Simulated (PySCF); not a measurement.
**Run report: MoH4, frequency calculation**

The run: frequency calculation of MoH4. Method and program: RKS-based PBE0, Mo x2c-TZVPall, H x2c-TZVPall; spin-free X2C-1e, Gaussian nucleus; density fitting (PySCF 2.14.0).

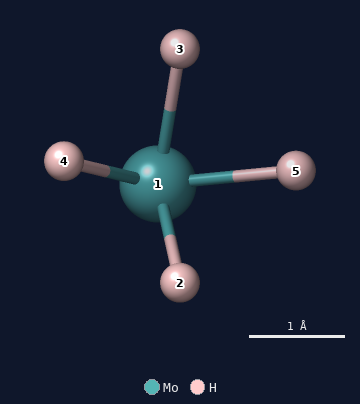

**Figure 1.** The input geometry (ball-and-stick view, seen at a tilt; atoms are numbered from 1 in the order of the input). Sticks mark near contacts. Bond lengths as drawn: H–Mo 1.64 Å.

The input:
```python
from pyscf import gto, scf, dft
mol = gto.M(atom='''
Mo     0.000000    -0.000000    -0.041398
H     -0.000000     1.250920     1.026050
H     -0.000000    -1.250920     1.026050
H      1.250920     0.000000     1.026050
H     -1.250920     0.000000     1.026050''',
    basis={'Mo': 'x2c-TZVPall', 'H': 'x2c-TZVPall'},
    nucmod='G',
    charge=0, spin=0)
mf = dft.RKS(mol, xc='PBE0')
mf.grids.atom_grid = (75, 302)
aux = {'Mo': 'AutoAux', 'H': 'AutoAux'}  # AutoAux: made from the orbital basis by basis_set_exchange (get_aux=1)
mf = mf.density_fit(auxbasis=aux).sfx2c1e()
mf.conv_tol = 1e-09
mf.diis_space = 10
mf.max_cycle = 60
mf.verbose = 4
mf.kernel()
```

The script is an equivalent of the set-up of the self-consistent field. The run itself was carried out by a driver, which started from the orbitals of the step before it where there was one and computed the further properties.

Run on 2 threads of Arm Neoverse V2, 24 GiB of memory available, shared host.

Command:
```bash
OMP_NUM_THREADS=2 python axn.py task.json out
```

Output:
```
init E= -4050.34316241511
  HOMO = -0.187008097580673  LUMO = -0.101563230422841  gap/eV = 2.32507
cycle= 1 E= -4050.34316241508  delta_E= 2.91e-11  |g|= 1.42e-05  |ddm|= 1.65e-05
  HOMO = -0.187011744796663  LUMO = -0.101566887971966  gap/eV = 2.32507
cycle= 2 E= -4050.34316241487  delta_E= 2.07e-10  |g|= 3.46e-05  |ddm|= 3.09e-05
  HOMO = -0.187008810247164  LUMO = -0.101563995763715  gap/eV = 2.32507
cycle= 3 E= -4050.34316241513  delta_E= -2.53e-10  |g|= 2.11e-06  |ddm|= 2.18e-05
  HOMO = -0.187008995799225  LUMO = -0.10156417649456  gap/eV = 2.32507
cycle= 4 E= -4050.34316241513  delta_E= -9.09e-13  |g|= 1.78e-07  |ddm|= 1.86e-06
  HOMO = -0.187009011588621  LUMO = -0.101564201163317  gap/eV = 2.32507
Extra cycle  E= -4050.34316241513  delta_E= 9.09e-13  |g|= 1.05e-07  |ddm|= 1.06e-06
converged SCF energy = -4050.34316241513
```

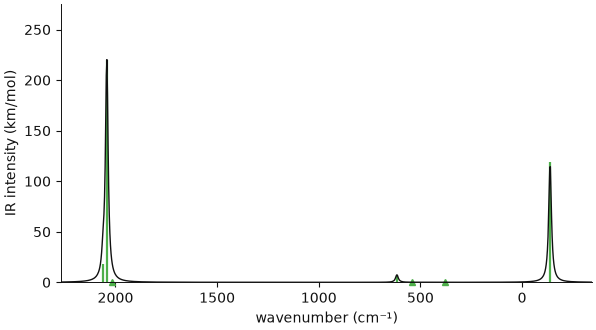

**Figure 2.** Harmonic infrared spectrum, unscaled: sticks (degenerate modes added up, dark ones marked on the axis) with a Lorentzian envelope of 16 cm⁻¹ full width, scaled to the tallest stick; imaginary modes are drawn at negative wavenumbers. 9 modes from 138i to 2061 cm⁻¹, 2 imaginary beyond 8i (138i, 138i cm⁻¹): not a minimum. The strongest line is at 2043 cm⁻¹ (220 km/mol). All modes, in cm⁻¹ (km/mol): 138i (59), 138i (59), 378 (0.0), 543 (0.0), 616 (7.5), 2016 (0.0), 2043 (110), 2043 (110), 2061 (17.9).

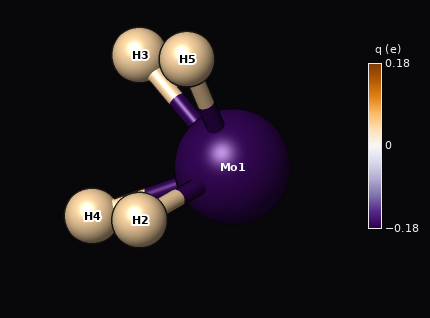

**Figure 3.** Mulliken charges, as the colour of each atom (ball-and-stick view, seen at an oblique angle; atoms are numbered from 1 in the order of the input). By element: Mo −0.17 and H +0.04 e.

Summary:

```tsv
quantity	value
outcome	converged
total energy	−4050.343162 hartree
HOMO	−5.09 eV
LUMO	−2.76 eV
zero-point energy	0.022098 hartree
dipole moment	4.32 D
wavenumbers, lowest and highest	138i and 2061 cm⁻¹
wall time	30 s (CPU time 52 s)
peak memory	1.3 GiB
```

Remarks:

The run takes a singlet; with an open-shell metal another spin state may lie lower.
